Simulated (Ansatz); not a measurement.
**CH₄GaInO: density, localisation and related maps**

The calculation's input:

```
crystal:
  periodic: [false, false, false]
  atoms:
    - { symbol: C, position_ang: [-0.62904, 1.39515, -0.21256] }
    - { symbol: O, position_ang: [0.53944, 1.28296, -0.65249] }
    - { symbol: Ga, position_ang: [1.8113, -0.50202, -0.55507] }
    - { symbol: In, position_ang: [-1.09645, -1.20513, 0.83446] }
    - { symbol: H, position_ang: [-0.81622, 1.82575, 0.77848] }
    - { symbol: H, position_ang: [-1.49311, 1.27626, -0.87752] }
    - { symbol: H, position_ang: [3.60132, -1.16882, -0.86844] }
    - { symbol: H, position_ang: [-1.91724, -2.90415, 1.55313] }
basis:
  gaussian: { orbitals: def2-SVP }
hamiltonian:
  xc: pbe0
  dispersion: d4
relax:
  f_tol: 0.02
  max_steps: 50
output:
  orbitals: {}
```

Command:

```sh
ansatz run input.yaml --threads 2 --pin off --max-ram 3072MiB --backend cpu --events-out ev --progress --plain --runs-dir out
```

The fields are those of the relaxed geometry.

Core potentials replace the inner electrons of In.

Method: Ansatz, RKS PBE0-D4/def2-SVP.

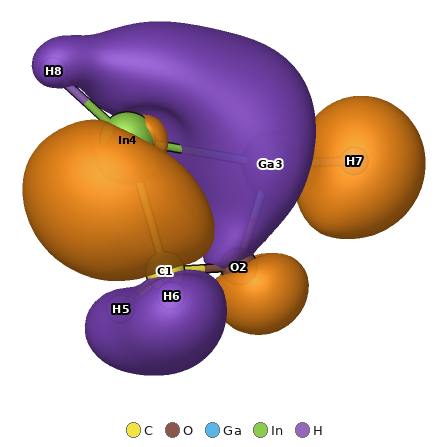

Figure 1. The HOMO at ±0.06 Å⁻³ᐟ² (orange and purple are the two phases), seen at a tilt.

Question: Describe this orbital and give its energy.

Answer: Its weight (Hirshfeld) is mainly on In4 (about 25 %), C1 (about 25 %), Ga3 (about 25 %), H7 (about 10 %) and O2 (about 10 %). Its energy is −6.09 eV.

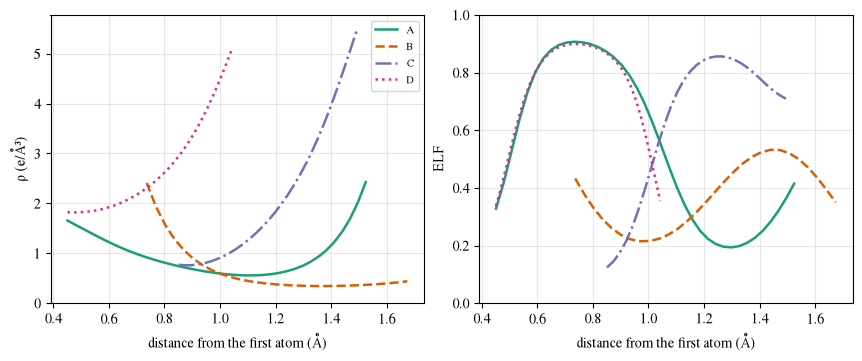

Figure 2. Electron density and ELF along straight lines between neighbouring atoms. The curves leave out the atomic cores.

Question: Which curve belongs to which contact (C–In, C–O, Ga–O and In–Ga)? The first atom named is at distance zero.

Answer: Curve A: C–In (2.26 Å): ρ at the midpoint is about 0.56 e/Å³; the ELF peaks at about 0.90 in the valence shell of C, 0.7 Å from its nucleus, and drops to about 0.20 between the two atoms. Curve B: In–Ga (2.68 Å): ρ is about 0.34 e/Å³ halfway; the ELF reaches about 0.55 near the midpoint. Curve C: Ga–O (1.84 Å): the density is about 0.77 e/Å³ at the midpoint; the ELF peaks at about 0.85 in the valence shell of O, 0.6 Å from its nucleus, and is about 0.20 at the midpoint. Curve D: C–O (1.39 Å): ρ is about 2.2 e/Å³ halfway, with its minimum of 1.8 e/Å³ about 0.5 Å from C; the ELF peaks at about 0.90 between the atoms, as expected for a polar covalent bond.

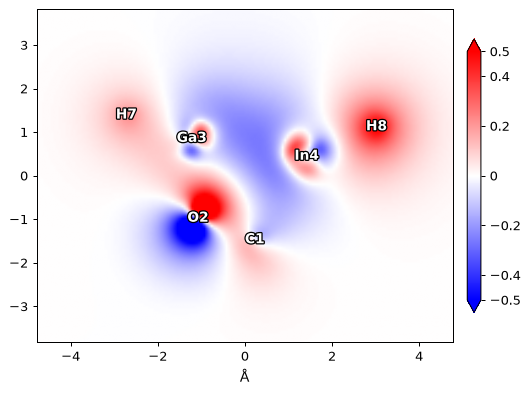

Figure 3. The HOMO−1 on the plane of atoms C1, In4 and H8 (values in Å⁻³ᐟ²; the overall sign is arbitrary).

Question: Where does this orbital lie, and at what energy?

Answer: Its weight (Hirshfeld) is mainly on O2 (about 30 %), In4 (about 30 %), Ga3 (about 20 %) and H8 (about 15 %). Its energy is −6.61 eV.
